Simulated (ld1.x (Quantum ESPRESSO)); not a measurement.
**An ultrasoft potential for indium, from input to tests**

Aim: build the potential from the settings below, then test how well it stands in for the atom: other configurations, scattering, ghost states and the plane-wave cutoff that it needs.

The numbers are computed with ld1.x (Quantum ESPRESSO) 7.5 (PBE, scalar-relativistic, spin-unpolarised reference atom).

## 1. Settings

Typed settings, in words:

```json
{
  "element": "indium (In, Z = 49)",
  "type": "ultrasoft",
  "frozen core": "[Kr]",
  "valence charge": "13",
  "reference configuration": "4d10 5s2 5p1",
  "partial waves": "5s (bound): rcut 1.60, rcutus 2.15 bohr; 5s channel at -0.05 Ry: rcut 1.60, rcutus 2.15 bohr; 5p (bound): rcut 2.85, rcutus 3.60 bohr; 5p channel at 0.15 Ry: rcut 2.85, rcutus 3.60 bohr; 4d (bound): rcut 1.10, rcutus 1.25 bohr; 4d channel at -0.25 Ry: rcut 1.10, rcutus 1.25 bohr",
  "local potential": "all-electron potential smoothed inside 1.60 bohr (lloc = -1)",
  "core correction": "a·sin(br)/r model core inside 0.70 bohr",
  "augmentation charge": "PSQ, inside the norm-conserving radii"
}
```

## 2. Generation

File In.in:

```
 &input
   title='In', zed=49., rel=1, dft='PBE', iswitch=3,
   config='[Kr] 4d10 5s2 5p1',
   nld=3, rlderiv=3.90, eminld=-3.0, emaxld=5.0, deld=0.02
 /
 &inputp
   pseudotype=3, tm=.true., lloc=-1, rcloc=1.60,
   nlcc=.true., rcore=0.70,
   which_augfun='PSQ', rmatch_augfun_nc=.true.,
   file_pseudopw='In.UPF', file_wfcaegen='ae.wfc', file_wfcncgen='nc.wfc', file_beta='beta', file_chi='chi', file_wfcusgen='us.wfc'
 /
6
5S  1  0   2.00   0.00  1.60  2.15  0.0
5S  1  0   0.00  -0.05  1.60  2.15  0.0
5P  2  1   1.00   0.00  2.85  3.60  0.0
5P  2  1   0.00   0.15  2.85  3.60  0.0
4D  3  2  10.00   0.00  1.10  1.25  0.0
4D  3  2   0.00  -0.25  1.10  1.25  0.0
 &test
   configts(1)='4d10 5s2 5p1'
 /
```

Started as:

```
ld1.x < In.in > In.out
```

What the program wrote to In.out (without the banner and most projector matrices):

```text
     Program LD1 v.7.5
     --------------------------- All-electron run ----------------------------

     In
     scalar relativistic calculation

     atomic number is 49.00
     dft =PBE   lsd =0 sic =0 latt =0  beta=0.20 tr2=1.0E-14
     Exchange-correlation= PBE
                           (   1   4   3   4   0   0   0)
     mesh =1241 r(mesh) = 100.30140 a.u. xmin = -7.00 dx = 0.01250
     1 Ry =  13.60569312 eV, c = 137.03599908

     n l     nl                  e(Ry)          e(Ha)          e(eV)
     1 0     1S 1( 2.00)     -2039.9100     -1019.9550    -27754.3892
     2 0     2S 1( 2.00)      -305.4337      -152.7169     -4155.6374
     2 1     2P 1( 6.00)      -274.1375      -137.0687     -3729.8300
     3 0     3S 1( 2.00)       -57.9587       -28.9793      -788.5681
     3 1     3P 1( 6.00)       -47.7106       -23.8553      -649.1352
     4 0     4S 1( 2.00)        -8.7948        -4.3974      -119.6592
     4 1     4P 1( 6.00)        -5.7424        -2.8712       -78.1300
     3 2     3D 1(10.00)       -31.8038       -15.9019      -432.7123
     4 2     4D 1(10.00)        -1.3688        -0.6844       -18.6233
     5 0     5S 1( 2.00)        -0.6035        -0.3017        -8.2110
     5 1     5P 1( 1.00)        -0.1851        -0.0926        -2.5185

     final scf error:  6.5E-15 reached in  26 iterations

     Etot =  -11763.278081 Ry,   -5881.639040 Ha, -160047.551690 eV

     Ekin =   12261.098761 Ry,    6130.549381 Ha,  166820.747093 eV
     Encl =  -28443.021702 Ry,  -14221.510851 Ha, -386987.024767 eV
     Eh   =    4737.642377 Ry,    2368.821188 Ha,   64458.908302 eV
     Exc  =    -318.997517 Ry,    -159.498758 Ha,   -4340.182318 eV

     normalization and overlap integrals

     s(1S/1S) =  1.000000  <r> =   0.0297  <r2> =    0.0012  r(max) =   0.0192
     s(2S/2S) =  1.000000  <r> =   0.1285  <r2> =    0.0195  r(max) =   0.1090
     s(2P/2P) =  1.000000  <r> =   0.1122  <r2> =    0.0154  r(max) =   0.0870
     s(3S/3S) =  1.000000  <r> =   0.3486  <r2> =    0.1390  r(max) =   0.3153
     s(3P/3P) =  1.000000  <r> =   0.3471  <r2> =    0.1399  r(max) =   0.3075
     s(4S/4S) =  1.000000  <r> =   0.8480  <r2> =    0.8143  r(max) =   0.7658
     s(4P/4P) =  1.000000  <r> =   0.9218  <r2> =    0.9725  r(max) =   0.8152
     s(3D/3D) =  1.000000  <r> =   0.3243  <r2> =    0.1250  r(max) =   0.2581
     s(4D/4D) =  1.000000  <r> =   1.1828  <r2> =    1.6828  r(max) =   0.9354
     s(5S/5S) =  1.000000  <r> =   2.6097  <r2> =    7.8334  r(max) =   2.1612
     s(5P/5P) =  1.000000  <r> =   3.7447  <r2> =   16.6771  r(max) =   2.8453

     ------------------------ End of All-electron run ------------------------

     --------------------- Generating US pseudopotential ---------------------

      Generating local potential from pseudized AE potential:
      Matching radius rcloc =   1.6000

      Local pseudo, rcloc= 1.581 Estimated cut-off energy=    10.06 Ry

      Computing core charge for nlcc:

       r > 0.70 : true rho core
       r < 0.70 : rho core = a sin(br)/r    a=  22.14  b=   2.99

      Integrated core pseudo-charge :  11.04
      Wfc-us  5S rcutus= 2.134  Estimated cut-off energy=     9.71 Ry
      Wfc-us  5S rcutus= 2.134  Estimated cut-off energy=    10.52 Ry
      Wfc-us  5P rcutus= 3.608  Estimated cut-off energy=     5.95 Ry
      Wfc-us  5P rcutus= 3.608  Estimated cut-off energy=     7.09 Ry
      Wfc-us  4D rcutus= 1.263  Estimated cut-off energy=    72.17 Ry
      Wfc-us  4D rcutus= 1.263  Estimated cut-off energy=    76.16 Ry

     Q pseudized with Bessel functions
     Expected ecutrho=     335.6812 due to l1=  2   l2=  2

     ------------------- End of pseudopotential generation -------------------

     [... the all-electron block is printed once more ...]


     Computing logarithmic derivative in   3.91357
     Computing logarithmic derivative in   3.91357
     Computing the partial wave expansion
     R is outside the sphere for l=    0 j= 0.00
     R is outside the sphere for l=    0 j= 0.00
     R is outside the sphere for l=    1 j= 0.00
     R is outside the sphere for l=    1 j= 0.00
     R is outside the sphere for l=    2 j= 0.00
     R is outside the sphere for l=    2 j= 0.00

     ---------------------- Testing the pseudopotential ----------------------

     In
     scalar relativistic calculation

     atomic number is 49.00   valence charge is 13.00
     dft =PBE   lsd =0 sic =0 latt =0  beta=0.20 tr2=1.0E-14
     mesh =1241 r(mesh) = 100.30140 xmin = -7.00 dx = 0.01250

     n l     nl             e AE (Ry)        e PS (Ry)    De AE-PS (Ry)
     3 2     4D   1(10.00)       -1.36879       -1.36879        0.00001
     1 0     5S   1( 2.00)       -0.60349       -0.60350        0.00000
     2 1     5P   1( 1.00)       -0.18511       -0.18511        0.00000

     eps = 9.6E-16  iter =  4

     Etot =  -11763.278081 Ry,   -5881.639040 Ha, -160047.551690 eV
     Etotps =  -136.667933 Ry,     -68.333966 Ha,   -1859.461950 eV

     Ekin =      83.254313 Ry,      41.627157 Ha,    1132.732639 eV
     Encl =    -266.412138 Ry,    -133.206069 Ha,   -3624.721793 eV
     Ehrt =     102.917490 Ry,      51.458745 Ha,    1400.263790 eV
     Ecxc =     -42.237767 Ry,     -21.118883 Ha,    -574.674089 eV
     (Ecc =     -21.050542 Ry,     -10.525271 Ha,    -286.407219 eV)
     Epseu=     -14.189832 Ry,      -7.094916 Ha,    -193.062497 eV

     ---------------------- End of pseudopotential test ----------------------
```

Run time: 1.8 s. Hardware: 1 thread of Neoverse-V1, shared host. This counts the later configuration tests of the new file too.

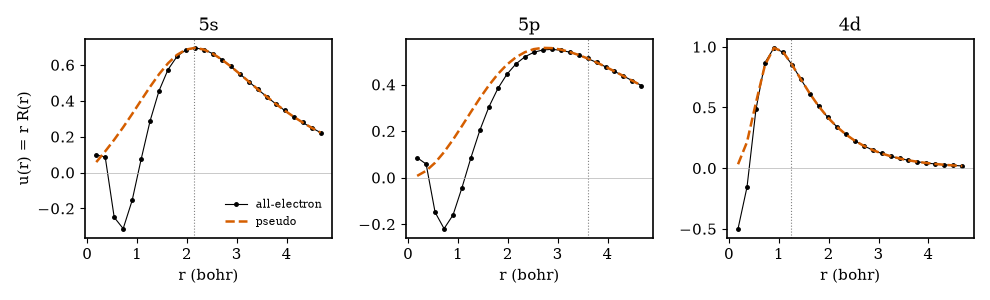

All-electron and pseudo partial waves (5s, 5p, 4d), with the matching radii dotted. The curves join 26 sampled radii, too few to resolve the innermost nodes.

## 3. Configuration tests

File In.test.in:

```
 &input
   title='In', zed=49., rel=1, dft='PBE', iswitch=2,
   config='[Kr] 4d10 5s2 5p1'
 /
 &test
   file_pseudo='In.UPF', nconf=8,
   configts(1)='4d10 5s2 5p1',
   configts(2)='4d10 5s2 5p0',
   configts(3)='4d10 5s1 5p0',
   configts(4)='4d10 5s0 5p0',
   configts(5)='4d9 5s2 5p2',
   configts(6)='4d10 5s0 5p3',
   configts(7)='4d10 5s2 5p1.3',
   configts(8)='4d10 5s2 5p0.5'
 /
```

Started as:

```
ld1.x < In.test.in > In.test.out
```

In.test.out, the pseudopotential blocks:

```text
     ---------------------- Testing the pseudopotential ----------------------

     In
     scalar relativistic calculation

     atomic number is 49.00   valence charge is 13.00
     dft =PBE   lsd =0 sic =0 latt =0  beta=0.20 tr2=1.0E-14
     mesh =1241 r(mesh) = 100.30140 xmin = -7.00 dx = 0.01250

     n l     nl             e AE (Ry)        e PS (Ry)    De AE-PS (Ry)
     3 2     4D   1(10.00)       -1.36879       -1.36879        0.00001
     1 0     5S   1( 2.00)       -0.60349       -0.60350        0.00000
     2 1     5P   1( 1.00)       -0.18511       -0.18511        0.00000

     eps = 9.6E-16  iter =  4

     Etot =  -11763.278081 Ry,   -5881.639040 Ha, -160047.551690 eV
     Etotps =  -136.667933 Ry,     -68.333966 Ha,   -1859.461950 eV

     Ekin =      83.254313 Ry,      41.627157 Ha,    1132.732639 eV
     Encl =    -266.412138 Ry,    -133.206069 Ha,   -3624.721793 eV
     Ehrt =     102.917490 Ry,      51.458745 Ha,    1400.263790 eV
     Ecxc =     -42.237767 Ry,     -21.118883 Ha,    -574.674089 eV
     (Ecc =     -21.050542 Ry,     -10.525271 Ha,    -286.407219 eV)
     Epseu=     -14.189832 Ry,      -7.094916 Ha,    -193.062497 eV

     ---------------------- End of pseudopotential test ----------------------

     ---------------------- Testing the pseudopotential ----------------------

     In
     [...]
     n l     nl             e AE (Ry)        e PS (Ry)    De AE-PS (Ry)
     3 2     4D   1(10.00)       -1.91631       -1.91152       -0.00479
     1 0     5S   1( 2.00)       -1.09694       -1.09679       -0.00015
     2 1     5P   1( 0.00)       -0.61969       -0.62075        0.00106

     eps = 3.7E-16  iter =  9

     Etot =  -11762.883901 Ry,   -5881.441951 Ha, -160042.188603 eV
     Etotps =  -136.273255 Ry,     -68.136628 Ha,   -1854.092089 eV
     dEtot_ae =       0.394180 Ry
     dEtot_ps =       0.394677 Ry,   Delta E=      -0.000498 Ry

     [...]
     ---------------------- End of pseudopotential test ----------------------

     ---------------------- Testing the pseudopotential ----------------------

     In
     [...]
     n l     nl             e AE (Ry)        e PS (Ry)    De AE-PS (Ry)
     3 2     4D   1(10.00)       -2.68486       -2.68174       -0.00312
     1 0     5S   1( 1.00)       -1.73982       -1.74025        0.00043
     2 1     5P   1( 0.00)       -1.19185       -1.19287        0.00102

     eps = 7.3E-15  iter = 10

     Etot =  -11761.470178 Ry,   -5880.735089 Ha, -160022.953921 eV
     Etotps =  -134.859244 Ry,     -67.429622 Ha,   -1834.853489 eV
     dEtot_ae =       1.807903 Ry
     dEtot_ps =       1.808689 Ry,   Delta E=      -0.000786 Ry

     [...]
     ---------------------- End of pseudopotential test ----------------------

     ---------------------- Testing the pseudopotential ----------------------

     In
     [...]
     n l     nl             e AE (Ry)        e PS (Ry)    De AE-PS (Ry)
     3 2     4D   1(10.00)       -3.51966       -3.52093        0.00127
     1 0     5S   1( 0.00)       -2.43012       -2.43253        0.00241
     2 1     5P   1( 0.00)       -1.81351       -1.81490        0.00139

     eps = 2.2E-15  iter =  7

     Etot =  -11759.388675 Ry,   -5879.694338 Ha, -159994.633626 eV
     Etotps =  -132.776141 Ry,     -66.388071 Ha,   -1806.511431 eV
     dEtot_ae =       3.889406 Ry
     dEtot_ps =       3.891791 Ry,   Delta E=      -0.002386 Ry

     [...]
     ---------------------- End of pseudopotential test ----------------------

     ---------------------- Testing the pseudopotential ----------------------

     In
     [...]
     n l     nl             e AE (Ry)        e PS (Ry)    De AE-PS (Ry)
     3 2     4D   1( 9.00)       -1.77783       -1.80422        0.02639  !
     1 0     5S   1( 2.00)       -0.75443       -0.76174        0.00731  !
     2 1     5P   1( 2.00)       -0.27030       -0.26698       -0.00332

     eps = 9.9E-15  iter = 13

     Etot =  -11761.932561 Ry,   -5880.966280 Ha, -160029.244958 eV
     Etotps =  -135.308143 Ry,     -67.654072 Ha,   -1840.961075 eV
     dEtot_ae =       1.345520 Ry
     dEtot_ps =       1.359789 Ry,   Delta E=      -0.014269 Ry

     [...]
     ---------------------- End of pseudopotential test ----------------------

     ---------------------- Testing the pseudopotential ----------------------

     In
     [...]
     n l     nl             e AE (Ry)        e PS (Ry)    De AE-PS (Ry)
     3 2     4D   1(10.00)       -1.59542       -1.61503        0.01961  !
     1 0     5S   1( 0.00)       -0.73951       -0.74349        0.00399
     2 1     5P   1( 3.00)       -0.28182       -0.28149       -0.00033

     eps = 5.1E-15  iter = 10

     Etot =  -11762.399986 Ry,   -5881.199993 Ha, -160035.604596 eV
     Etotps =  -135.785973 Ry,     -67.892986 Ha,   -1847.462273 eV
     dEtot_ae =       0.878095 Ry
     dEtot_ps =       0.881960 Ry,   Delta E=      -0.003865 Ry

     [...]
     ---------------------- End of pseudopotential test ----------------------

     ---------------------- Testing the pseudopotential ----------------------

     In
     [...]
     n l     nl             e AE (Ry)        e PS (Ry)    De AE-PS (Ry)
     3 2     4D   1(10.00)       -1.23747       -1.23820        0.00073
     1 0     5S   1( 2.00)       -0.48053       -0.48063        0.00009
     2 1     5P   1( 1.30)       -0.07809       -0.07805       -0.00004

     eps = 5.0E-16  iter = 10

     Etot =  -11763.317192 Ry,   -5881.658596 Ha, -160048.083822 eV
     Etotps =  -136.707040 Ry,     -68.353520 Ha,   -1859.994028 eV
     dEtot_ae =      -0.039111 Ry
     dEtot_ps =      -0.039107 Ry,   Delta E=      -0.000004 Ry

     [...]
     ---------------------- End of pseudopotential test ----------------------

     ---------------------- Testing the pseudopotential ----------------------

     In
     [...]
     n l     nl             e AE (Ry)        e PS (Ry)    De AE-PS (Ry)
     3 2     4D   1(10.00)       -1.62509       -1.62314       -0.00195
     1 0     5S   1( 2.00)       -0.83741       -0.83730       -0.00012
     2 1     5P   1( 0.50)       -0.39025       -0.39056        0.00031

     eps = 2.1E-15  iter =  7

     Etot =  -11763.135469 Ry,   -5881.567734 Ha, -160045.611355 eV
     Etotps =  -136.525213 Ry,     -68.262607 Ha,   -1857.520154 eV
     dEtot_ae =       0.142612 Ry
     dEtot_ps =       0.142719 Ry,   Delta E=      -0.000107 Ry

     [...]
     ---------------------- End of pseudopotential test ----------------------
```

The tests as a table, with energies relative to 4d10 5s2 5p1.

| valence configuration | charge | ΔE all-electron (eV) | error AE − PS (meV) |
| --- | --- | --- | --- |
| 4d10 5s2 5p0 | +1 | 5.363 | -6.8 |
| 4d10 5s1 5p0 | +2 | 24.598 | -11 |
| 4d10 5s0 5p0 | +3 | 52.918 | -32 |
| 4d9 5s2 5p2 | 0 | 18.307 | -194 |
| 4d10 5s0 5p3 | 0 | 11.947 | -53 |
| 4d10 5s2 5p1.3 | -0.3 | -0.532 | -0.1 |
| 4d10 5s2 5p0.5 | +0.5 | 1.940 | -1.5 |

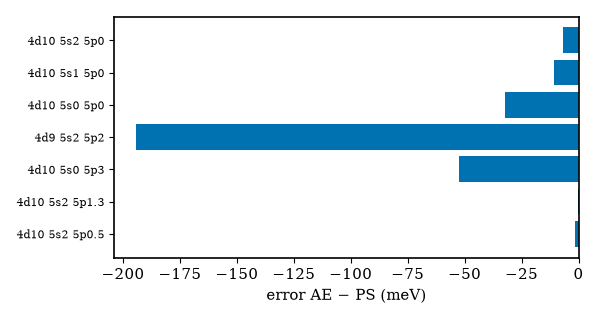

Error of the potential in each test configuration.

## 4. Logarithmic derivatives

Taken from the files of the generation run. The phase is arctan(r·u′/u) with u = r·R, unwrapped, with energies in Ry. A pole is an energy at which the radial function vanishes at the test radius. The pseudo phase is shifted by a multiple of π to meet the all-electron one at the reference energy. Levels narrower than the energy grid can be missing from the poles. The last column is the largest difference on the grid between −1 and +1 Ry.

| channel | radius (bohr) | reference (Ry) | poles AE | poles PS | window around the reference with phases within 0.05 rad (Ry) | largest difference near zero (rad) |
| --- | --- | --- | --- | --- | --- | --- |
| s | 3.91 | -0.60 | -0.38, 2.75 | -0.38, 2.74 | below 4.6 | 0.001 |
| p | 3.91 | -0.19 | 0.31, 3.56 | 0.31, 1.44, 3.73 | below 1.1 | 0.005 |
| d | 3.91 | -1.37 | -1.37, 1.50 | -1.37, 1.50 | the whole range | 0.000 |

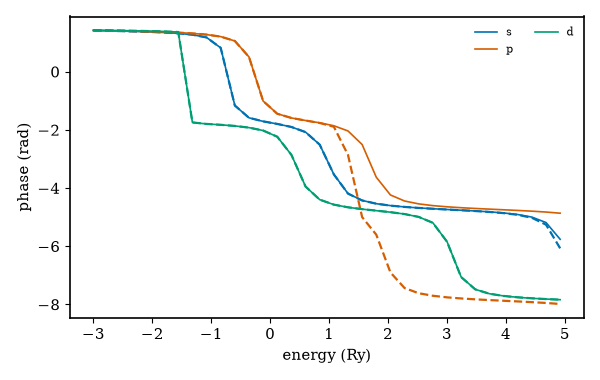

All-electron (solid) and pseudo (dashed) phases against energy.

## 5. Plane-wave convergence, by spherical Bessel functions

A separate test, outside the generator: the pseudo-atom's Hamiltonian at the reference potential is diagonalised in spherical Bessel functions j_l(qr) that vanish at 20 bohr, with q² up to the cutoff.

All-electron valence levels (Ry): 5s -0.6035, 5p -0.1851, 4d -1.3688. The lowest levels of each channel (Ry) by cutoff; the last column sums, over occupied levels, occupation times the distance from the level at 400 Ry. A positive value at high cutoff is not a bound level.

| cutoff (Ry) | s #1 | s #2 | p #1 | d #1 | f #1 | Σ f·Δε (mRy) |
| --- | --- | --- | --- | --- | --- | --- |
| 8 | -0.6028 | -0.0268 | -0.1851 | 0.0212 | 0.0989 | 13901.9 |
| 12 | -0.6036 | -0.0270 | -0.1851 | -0.0652 | 0.0989 | 13036.8 |
| 21 | -2.5866 | -0.6035 | -0.1851 | -0.5712 | 0.0989 | 7976.7 |
| 30 | -3.3272 | -0.6035 | -0.1851 | -0.9673 | 0.0989 | 4015.4 |
| 40 | -3.5323 | -0.6035 | -0.1851 | -1.2355 | 0.0989 | 1333.2 |
| 55 | -3.5658 | -0.6035 | -0.1851 | -1.3568 | 0.0989 | 120.0 |
| 70 | -3.5694 | -0.6035 | -0.1851 | -1.3676 | 0.0989 | 12.8 |
| 90 | -3.5696 | -0.6035 | -0.1851 | -1.3681 | 0.0989 | 7.7 |
| 120 | -3.5696 | -0.6035 | -0.1851 | -1.3687 | 0.0989 | 0.9 |
| 160 | -3.5696 | -0.6035 | -0.1851 | -1.3688 | 0.0989 | 0.4 |
| 400 | -3.5696 | -0.6035 | -0.1851 | -1.3688 | 0.0989 | 0.0 |

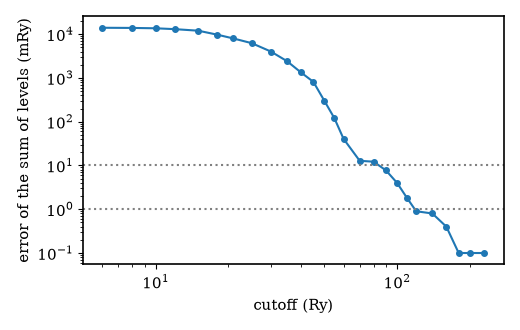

Occupation-weighted error of the valence levels against the cutoff; the dotted lines mark 10 and 1 mRy.

The sum stays within 10 mRy from 90 Ry and within 1 mRy from 120 Ry. The sum leaves out empty levels, which can need more. Ghost test: ghost state, bound below the all-electron valence or empty levels of the same l: s at -48.6 eV.

## 6. Outcome

```
                                                quantity                      value
               cutoffs for 10 and 1 mRy, occupied levels           90 Ry and 120 Ry
                                            bound ghosts             s at -48.57 eV
                            largest test error (AE − PS)  -194 meV, for 4d9 5s2 5p2
largest phase difference near zero energy, channels read                  0.005 rad
         lowest eigenvalue of the overlap (Bessel basis)                  0.348 (s)
               density cutoff estimated by the generator                     336 Ry
```

A bound ghost (s) makes it unfit for use: electrons can fall into a state that the atom doesn't have. By total energies transferability is poor: the largest error is 194 meV on 18.3 eV, for 4d9 5s2 5p2. It counts as hard, with 90 Ry needed at the looser tolerance. The slowest occupied level is 4d: taken alone it needs 90 Ry to come within 1 mRy, against 18 Ry for 5s. Near zero energy the phases of the channels with partial waves agree within 0.005 rad. The pseudo curves have a pole with no partner nearby in the atom's: p at 1.44 Ry. At positive energy that is a spurious or a displaced resonance.
